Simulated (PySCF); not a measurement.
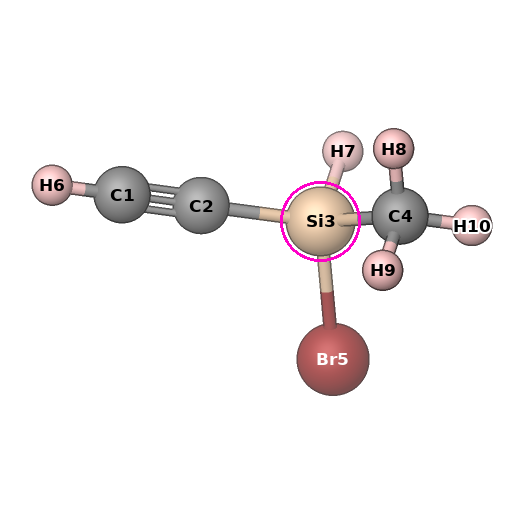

Distant atoms are faded towards the background colour. Circles mark the stereogenic atoms. Computed geometry: PBE0-D3(BJ)/def2-SVP optimisation. No frequency run is at hand to confirm it as a minimum.

**Assign CIP descriptors.**

Si3: R (priorities Br5 > C2 > C4 > H7).

**Write the isomeric SMILES.**

C#C[Si@@H](C)Br
